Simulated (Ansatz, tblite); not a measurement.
# The cluster B4H10O11: a ladder of methods and basis sets

How do method and basis change the picture of the cluster B4H10O11 (singlet)?

Computed with Ansatz 0.2.0, Gaussian basis. Level: as each input shows.

Plan: GFN1-xTB, GFN2-xTB, PBE-D4/def2-TZVP, r2SCAN-D4/def2-TZVP, PBE-D4/def2-SVP, PBE0-D4/def2-SVP, HF/STO-3G, HF/6-31G, B3LYP-D4/6-31G, MP2/def2-SVP.

5 further runs of the same task are left out: 3 that didn't finish, 2 set aside as unsound or not needed.

### 1 The relaxed structure

The singlet was relaxed beforehand with PBE-D4/def2-SVP.

25 atoms, charge 0, spin multiplicity 1.

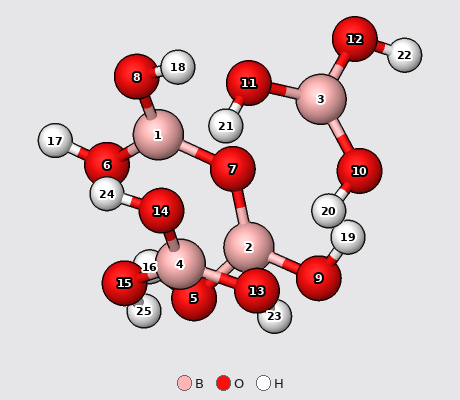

The geometry (boron pink, oxygen red, hydrogen white); atoms are numbered from 1 in the order of the file.

Coordinates:

```mol
B4H10O11
  3D, bonds by distance, orders not assigned

 25 22  0  0  0  0  0  0  0  0999 V2000
   -1.8212   -0.7932    0.1945 B   0  0
    0.3571   -1.7911   -0.3901 B   0  0
   -0.0162    1.5841   -1.8023 B   0  0
    1.1722    0.5953    1.6031 B   0  0
    0.3418   -2.7319    0.6202 O   0  0
   -2.2470   -1.9207    0.8849 O   0  0
   -0.7144   -0.9492   -0.6387 O   0  0
   -2.4315    0.4032    0.3467 O   0  0
    1.5353   -1.5891   -1.0672 O   0  0
    1.2898    1.1152   -1.8315 O   0  0
   -0.6158    2.1540   -0.6879 O   0  0
   -0.7916    1.5132   -2.9259 O   0  0
    2.1912    0.4873    0.6762 O   0  0
    0.7069    1.8896    1.7915 O   0  0
    0.5762   -0.4272    2.2856 O   0  0
   -0.5865   -2.8117    0.9480 H   0  0
   -2.9792   -1.7109    1.4921 H   0  0
   -1.9282    1.1266   -0.1210 H   0  0
    1.4463   -0.7868   -1.6417 H   0  0
    1.7436    1.1799   -0.9548 H   0  0
   -0.0398    2.2395    0.1087 H   0  0
   -0.3064    1.0913   -3.6554 H   0  0
    2.3481   -0.4307    0.3570 H   0  0
   -0.0171    1.8964    2.4448 H   0  0
    0.7863   -1.3332    1.9631 H   0  0
  1  6  8  0
  1  7  8  0
  1  8  8  0
  2  5  8  0
  2  7  8  0
  2  9  8  0
  3 10  8  0
  3 11  8  0
  3 12  8  0
  4 13  8  0
  4 14  8  0
  4 15  8  0
  5 16  8  0
  6 17  8  0
  8 18  8  0
  9 19  8  0
 10 20  8  0
 11 21  8  0
 12 22  8  0
 13 23  8  0
 14 24  8  0
 15 25  8  0
M  END
```

PBE0-D4/def2-TZVP was run before; its log isn't repeated, and its numbers join the tables.

### 2 GFN1-xTB

Tight binding, by tblite at 300 K electronic temperature and without a spin-polarisation term:

```python
tblite.interface.Calculator('GFN1-xTB', numbers, positions, charge=0, uhf=0).singlepoint()
```

Energy -1723.5094 eV, HOMO -13.62 eV, LUMO -4.70 eV; 0.02 s.

### 3 GFN2-xTB

Tight binding, by tblite at 300 K electronic temperature and without a spin-polarisation term:

```python
tblite.interface.Calculator('GFN2-xTB', numbers, positions, charge=0, uhf=0).singlepoint()
```

Energy -1505.3058 eV, HOMO -12.45 eV, LUMO -4.86 eV; 0.014 s.

### 4 PBE-D4/def2-TZVP

start.molden holds the orbitals of an earlier run on this state, given as this run's starting guess.

The input, in.yaml:

```yaml
crystal:
  periodic: [false, false, false]
  atoms:
    - {symbol: B, position_ang: [-1.821179, -0.793198, 0.194467]}
    - {symbol: B, position_ang: [0.357144, -1.791086, -0.390076]}
    - {symbol: B, position_ang: [-0.016167, 1.584083, -1.802271]}
    - {symbol: B, position_ang: [1.172176, 0.595280, 1.603124]}
    - {symbol: O, position_ang: [0.341842, -2.731921, 0.620167]}
    - {symbol: O, position_ang: [-2.246964, -1.920656, 0.884871]}
    - {symbol: O, position_ang: [-0.714392, -0.949173, -0.638674]}
    - {symbol: O, position_ang: [-2.431457, 0.403242, 0.346709]}
    - {symbol: O, position_ang: [1.535291, -1.589076, -1.067174]}
    - {symbol: O, position_ang: [1.289772, 1.115159, -1.831527]}
    - {symbol: O, position_ang: [-0.615781, 2.153995, -0.687922]}
    - {symbol: O, position_ang: [-0.791642, 1.513209, -2.925857]}
    - {symbol: O, position_ang: [2.191233, 0.487297, 0.676245]}
    - {symbol: O, position_ang: [0.706851, 1.889641, 1.791456]}
    - {symbol: O, position_ang: [0.576199, -0.427233, 2.285626]}
    - {symbol: H, position_ang: [-0.586525, -2.811713, 0.948018]}
    - {symbol: H, position_ang: [-2.979178, -1.710917, 1.492140]}
    - {symbol: H, position_ang: [-1.928211, 1.126588, -0.121041]}
    - {symbol: H, position_ang: [1.446285, -0.786765, -1.641692]}
    - {symbol: H, position_ang: [1.743572, 1.179895, -0.954797]}
    - {symbol: H, position_ang: [-0.039826, 2.239549, 0.108656]}
    - {symbol: H, position_ang: [-0.306424, 1.091315, -3.655439]}
    - {symbol: H, position_ang: [2.348131, -0.430738, 0.357025]}
    - {symbol: H, position_ang: [-0.017073, 1.896398, 2.444846]}
    - {symbol: H, position_ang: [0.786315, -1.333167, 1.963130]}
basis:
  gaussian: {orbitals: def2-TZVP, initial_orbitals: start.molden}
hamiltonian: {xc: pbe, dispersion: d4}
scf: {omitted_lower_state_checks: [starts]}
output: {orbitals: {seedname: orbitals}}
```

Started as:

```sh
ansatz run in.yaml --threads 4 --pin off --events-out ev --progress --plain --max-ram 6963MiB
```

The log of the run:

```text
Functional definition: PBE
  name "PBE"
  cite "Perdew, Burke & Ernzerhof, Phys. Rev. Lett. 77, 3865 (1996) doi:10.1103/PhysRevLett.77.3865"
  parent pbe
  parameter kappa = 0.804
  parameter beta = 0.06672455060314922
  exchange = pbe_x(kappa = kappa, mu = beta*pi^2/3)
  correlation = pbe_c(beta = beta)
these checks for a lower state are left out or cut short: starts
2777 factors; their error is unknown
mean field evaluation 1: about -25386.3244 eV, gradient 1.8e1 eV
mean field evaluation 2: about -25386.6907 eV, gradient 3.8e-1 eV
mean field evaluation 4: about -25386.6503 eV, gradient 1.3e-3 eV
mean field -25386.65025580 eV, -932.9421892109 hartree, gradient 1.8e-5 eV, S^2 0.000000; 0 other end points of the search recorded, 0 dependent functions left out
reference -25386.65031685 eV, -932.9421914546 hartree; 59, 59 occupied and 466, 466 virtual orbitals, 2777 factors
Total energy: -25387.41134100 eV, -932.9701585764 hartree
Checks for a lower state left out: starts
```

Run time: 15 s. Hardware: 4 threads of Arm Neoverse V2, shared host; peak memory 1.6 GiB.

Report: HOMO -7.67 eV, LUMO -1.01 eV.

### 5 r2SCAN-D4/def2-TZVP

Edit in.yaml of step 4 so:

```diff
@@ -30,3 +30,3 @@
   gaussian: {orbitals: def2-TZVP, initial_orbitals: start.molden}
-hamiltonian: {xc: pbe, dispersion: d4}
+hamiltonian: {xc: r2scan, dispersion: d4}
 scf: {omitted_lower_state_checks: [starts]}
```

The command is unchanged.

The log of the run:

```text
Functional definition: r2SCAN
  name "r2SCAN"
  cite "Furness, Kaplan, Ning, Perdew & Sun, J. Phys. Chem. Lett. 11, 8208 (2020) doi:10.1021/acs.jpclett.0c02405"
  cite "Furness, Kaplan, Ning, Perdew & Sun, J. Phys. Chem. Lett. 11, 9248 (2020) doi:10.1021/acs.jpclett.0c03077"
  parent r2scan
  parameter k0 = 0.174
  parameter k1 = 0.065
  parameter a1 = 4.9479
  exchange = r2scan_x(k0 = k0, k1 = k1, a1 = a1)
  correlation = r2scan_c
these checks for a lower state are left out or cut short: starts
2777 factors; their error is unknown
mean field evaluation 1: about -25402.4492 eV, gradient 8.3e0 eV
mean field evaluation 2: about -25402.5288 eV, gradient 8.8e-2 eV
mean field evaluation 4: about -25402.5007 eV, gradient 4.1e-4 eV
mean field -25402.50068168 eV, -933.5246816185 hartree, gradient 1.4e-5 eV, S^2 0.000000; 0 other end points of the search recorded, 0 dependent functions left out
reference -25402.50069951 eV, -933.5246822735 hartree; 59, 59 occupied and 466, 466 virtual orbitals, 2777 factors
Total energy: -25402.73220612 eV, -933.5331899845 hartree
Checks for a lower state left out: starts
```

Run time: 27 s. Hardware: 4 threads of Arm Neoverse V2, shared host; peak memory 1.7 GiB.

Report: HOMO -8.07 eV, LUMO -0.47 eV.

### 6 PBE-D4/def2-SVP

Edit in.yaml of step 5 so:

```diff
@@ -29,4 +29,4 @@
 basis:
-  gaussian: {orbitals: def2-TZVP, initial_orbitals: start.molden}
-hamiltonian: {xc: r2scan, dispersion: d4}
+  gaussian: {orbitals: def2-SVP, initial_orbitals: start.molden}
+hamiltonian: {xc: pbe, dispersion: d4}
 scf: {omitted_lower_state_checks: [starts]}
```

The command is unchanged.

The log of the run:

```text
Functional definition: PBE
  name "PBE"
  cite "Perdew, Burke & Ernzerhof, Phys. Rev. Lett. 77, 3865 (1996) doi:10.1103/PhysRevLett.77.3865"
  parent pbe
  parameter kappa = 0.804
  parameter beta = 0.06672455060314922
  exchange = pbe_x(kappa = kappa, mu = beta*pi^2/3)
  correlation = pbe_c(beta = beta)
these checks for a lower state are left out or cut short: starts
2769 factors; their error is unknown
mean field evaluation 1: about -25356.3014 eV, gradient 1.9e1 eV
mean field evaluation 2: about -25357.2146 eV, gradient 6.5e-1 eV
mean field evaluation 4: about -25357.1354 eV, gradient 1.4e-1 eV
mean field evaluation 8: about -25357.1354 eV, gradient 2.4e-5 eV
mean field -25357.13544149 eV, -931.8575397911 hartree, gradient 2.4e-5 eV, S^2 0.000000; 0 other end points of the search recorded, 0 dependent functions left out
reference -25357.13549003 eV, -931.8575415749 hartree; 59, 59 occupied and 201, 201 virtual orbitals, 2769 factors
Total energy: -25357.89651418 eV, -931.8855086967 hartree
Checks for a lower state left out: starts
```

It took 7 s on 4 threads of Arm Neoverse V2, shared host.

HOMO -7.30 eV, LUMO -0.37 eV.

### 7 PBE0-D4/def2-SVP

Edit in.yaml of step 6 so:

```diff
@@ -30,3 +30,3 @@
   gaussian: {orbitals: def2-SVP, initial_orbitals: start.molden}
-hamiltonian: {xc: pbe, dispersion: d4}
+hamiltonian: {xc: pbe0, dispersion: d4}
 scf: {omitted_lower_state_checks: [starts]}
```

The command is unchanged.

The log of the run:

```text
Functional definition: PBE0
  name "PBE0"
  cite "Adamo & Barone, J. Chem. Phys. 110, 6158 (1999) doi:10.1063/1.478522"
  cite "Perdew, Burke & Ernzerhof, Phys. Rev. Lett. 77, 3865 (1996) doi:10.1103/PhysRevLett.77.3865"
  parent pbe
  parameter a = 0.25
  parameter kappa = 0.804
  parameter beta = 0.06672455060314922
  exchange = (1 - a)*pbe_x(kappa = kappa, mu = beta*pi^2/3) + a*exact_x
  correlation = pbe_c(beta = beta)
these checks for a lower state are left out or cut short: starts
2769 factors; their error is unknown
mean field evaluation 1: about -25357.0451 eV, gradient 1.7e1 eV
mean field evaluation 2: about -25357.6510 eV, gradient 4.2e-1 eV
mean field evaluation 4: about -25357.7085 eV, gradient 6.2e-4 eV
mean field -25357.70846631 eV, -931.8785980646 hartree, gradient 1.6e-5 eV, S^2 0.000000; 0 other end points of the search recorded, 0 dependent functions left out
reference -25357.70850234 eV, -931.8785993890 hartree; 59, 59 occupied and 201, 201 virtual orbitals, 2769 factors
Total energy: -25358.37286289 eV, -931.9030141886 hartree
Checks for a lower state left out: starts
```

It took 12 s on 4 threads of Arm Neoverse V2, shared host; peak memory 1.6 GiB.

HOMO -9.13 eV, LUMO 0.55 eV.

### 8 HF/STO-3G

Edit in.yaml of step 7 so:

```diff
@@ -29,4 +29,4 @@
 basis:
-  gaussian: {orbitals: def2-SVP, initial_orbitals: start.molden}
-hamiltonian: {xc: pbe0, dispersion: d4}
+  gaussian: {orbitals: STO-3G}
+hamiltonian: {xc: hf}
 scf: {omitted_lower_state_checks: [starts]}
```

The command is unchanged.

The log of the run:

```text
Functional definition: HF
  name "HF"
  cite "Fock, Z. Phys. 61, 126 (1930) doi:10.1007/BF01340294"
  parent pbe
  exchange = exact_x
  correlation = 0
these checks for a lower state are left out or cut short: starts
1248 factors; integrals over basis functions are off by at most 6.4e-5 eV
mean field evaluation 1: about -24921.4365 eV, gradient 5.4e1 eV
mean field evaluation 2: about -24921.9705 eV, gradient 5.4e1 eV
mean field evaluation 4: about -24931.4123 eV, gradient 2.7e0 eV
mean field evaluation 8: about -24931.4443 eV, gradient 5.0e-5 eV
mean field -24931.44425748 eV, -916.2136773223 hartree, gradient 5.0e-5 eV, S^2 0.000000; 0 other end points of the search recorded, 0 dependent functions left out
reference -24931.44425748 eV, -916.2136773223 hartree; 59, 59 occupied and 26, 26 virtual orbitals, 1248 factors
Total energy: -24931.44425748 eV, -916.2136773223 hartree
Checks for a lower state left out: starts
```

Wall time 0.9 s (4 threads of Arm Neoverse V2, shared host).

From the report: HOMO -10.07 eV, LUMO 9.11 eV.

### 9 HF/6-31G

Edit in.yaml of step 8 so:

```diff
@@ -29,3 +29,3 @@
 basis:
-  gaussian: {orbitals: STO-3G}
+  gaussian: {orbitals: 6-31G}
 hamiltonian: {xc: hf}
```

Launched as before.

The log of the run:

```text
Functional definition: HF
  name "HF"
  cite "Fock, Z. Phys. 61, 126 (1930) doi:10.1007/BF01340294"
  parent pbe
  exchange = exact_x
  correlation = 0
these checks for a lower state are left out or cut short: starts
1649 factors; integrals over basis functions are off by at most 2.0e-4 eV
mean field evaluation 1: about -25248.4410 eV, gradient 8.0e1 eV
mean field evaluation 2: about -25248.4615 eV, gradient 8.0e1 eV
mean field evaluation 4: about -25261.1542 eV, gradient 4.7e0 eV
mean field evaluation 8: about -25261.2253 eV, gradient 7.5e-2 eV
mean field -25261.22532525 eV, -928.3329080296 hartree, gradient 2.5e-5 eV, S^2 0.000000; 0 other end points of the search recorded, 0 dependent functions left out
reference -25261.22532525 eV, -928.3329080296 hartree; 59, 59 occupied and 96, 96 virtual orbitals, 1649 factors
Total energy: -25261.22532525 eV, -928.3329080296 hartree
Checks for a lower state left out: starts
```

Wall time 2.1 s (4 threads of Arm Neoverse V2, shared host).

HOMO -13.87 eV, LUMO 4.09 eV.

### 10 B3LYP-D4/6-31G

Edit in.yaml of step 9 so:

```diff
@@ -30,3 +30,3 @@
   gaussian: {orbitals: 6-31G}
-hamiltonian: {xc: hf}
+hamiltonian: {xc: {name: B3LYP}, dispersion: d4}
 scf: {omitted_lower_state_checks: [starts]}
```

The command is unchanged.

The log of the run (excerpt; [...] marks lines left out):

```text
Functional definition: B3LYP
  name "B3LYP"
  cite "Stephens, Devlin, Chabalowski & Frisch, J. Phys. Chem. 98, 11623 (1994) doi:10.1021/j100096a001"
  cite "Becke, Phys. Rev. A 38, 3098 (1988) doi:10.1103/PhysRevA.38.3098"
  cite "Lee, Yang & Parr, Phys. Rev. B 37, 785 (1988) doi:10.1103/PhysRevB.37.785"
  cite "Vosko, Wilk & Nusair, Can. J. Phys. 58, 1200 (1980) doi:10.1139/p80-159"
[...]
1649 factors; integrals over basis functions are off by at most 2.0e-4 eV
[...]
mean field -25394.56409669 eV, -933.2330174997 hartree, gradient 3.7e-5 eV, S^2 0.000000; 0 other end points of the search recorded, 0 dependent functions left out
reference -25394.56438371 eV, -933.2330280475 hartree; 59, 59 occupied and 96, 96 virtual orbitals, 1649 factors
Total energy: -25395.74807376 eV, -933.2765278543 hartree
Checks for a lower state left out: starts
```

Wall time 5.5 s (4 threads of Arm Neoverse V2, shared host); peak memory 0.58 GiB.

Report: HOMO -8.80 eV, LUMO 0.17 eV.

### 11 MP2/def2-SVP

Edit in.yaml of step 10 so:

```diff
@@ -29,4 +29,4 @@
 basis:
-  gaussian: {orbitals: 6-31G}
-hamiltonian: {xc: {name: B3LYP}, dispersion: d4}
+  gaussian: {orbitals: def2-SVP, initial_orbitals: start.molden}
+correlation: {method: mp2}
 scf: {omitted_lower_state_checks: [starts]}
```

Same command.

The log of the run:

```text
Functional definition: HF
  name "HF"
  cite "Fock, Z. Phys. 61, 126 (1930) doi:10.1007/BF01340294"
  parent pbe
  exchange = exact_x
  correlation = 0
these checks for a lower state are left out or cut short: starts
2492 factors; integrals over basis functions are off by at most 1.2e-3 eV
mean field evaluation 1: about -25250.5210 eV, gradient 3.8e1 eV
mean field evaluation 2: about -25253.0274 eV, gradient 2.1e0 eV
mean field evaluation 4: about -25253.4511 eV, gradient 9.8e-1 eV
mean field evaluation 8: about -25253.4530 eV, gradient 3.1e-5 eV
mean field -25253.45295238 eV, -928.0472785949 hartree, gradient 1.5e-6 eV, S^2 0.000000; 0 other end points of the search recorded, 0 dependent functions left out
15 core orbitals not correlated: weight in the atoms' cores, before any rotation towards them, 1.000 or more for the frozen orbitals, at most 0.000 for the correlated occupied ones
reference -25253.45295238 eV, -928.0472785949 hartree; 44, 44 occupied and 201, 201 virtual orbitals, 2492 factors
second order -65.26501754 eV of doubles, -0.00000000 eV of singles
Total energy: -25318.71796992 eV, -930.4457237511 hartree
Checks for a lower state left out: starts
```

Wall time 11 s (4 threads of Arm Neoverse V2, shared host); peak memory 0.97 GiB.

Hartree-Fock HOMO -13.74 eV, LUMO 3.87 eV.

### 12 Levels side by side

```tsv
level	functions	HOMO (eV)	LUMO (eV)	gap (eV)	time
HF/STO-3G	85	-10.07	9.11	19.18	0.9 s
HF/6-31G	155	-13.87	4.09	17.95	2.1 s
PBE-D4/def2-SVP	260	-7.30	-0.37	6.93	7 s
PBE-D4/def2-TZVP	525	-7.67	-1.01	6.67	15 s
r2SCAN-D4/def2-TZVP	525	-8.07	-0.47	7.60	27 s
B3LYP-D4/6-31G	155	-8.80	0.17	8.97	5.5 s
PBE0-D4/def2-SVP	260	-9.13	0.55	9.69	12 s
PBE0-D4/def2-TZVP	525	-9.41	-0.14	9.27	53 s
```

The pieces so far (eV):

```tsv
basis	HF	MP2 correlation	total
def2-SVP	-25253.4530	-65.2650	-25318.7180 (MP2)
```

### 13 Binding energy

Free atoms were run apart at each level; binding is atoms less cluster, divided by the number of atoms, without zero-point or spin-orbit terms.

```tsv
level	binding an atom (eV)
HF/STO-3G	3.381
HF/6-31G	2.927
HF/def2-SVP	3.408
PBE-D4/def2-SVP	4.911
PBE-D4/def2-TZVP	4.819
r2SCAN-D4/def2-TZVP	4.726
B3LYP-D4/6-31G	4.377
PBE0-D4/def2-SVP	4.755
PBE0-D4/def2-TZVP	4.673
MP2/def2-SVP	4.650
```

### 14 What came out

| quantity | value |
| --- | --- |
| gap in def2-TZVP, named functionals, smallest and largest | 6.67 eV (PBE-D4), 9.27 eV (PBE0-D4) |
| correlation energy, MP2/def2-SVP | -65.27 eV |
| binding an atom, functionals in def2-TZVP | 4.67 (PBE0-D4) to 4.82 eV (PBE-D4) |
| PBE0 total energy, smallest basis above largest | 29.35 eV (def2-SVP, def2-TZVP) |

In words: Orbital gaps of the named functionals in def2-TZVP span 6.67 eV (PBE-D4) to 9.27 eV (PBE0-D4); exact exchange widens it.

The slowest run with a step of its own, r2SCAN-D4/def2-TZVP, took 27 s; the quickest functional in def2-TZVP took 15 s (shared host).
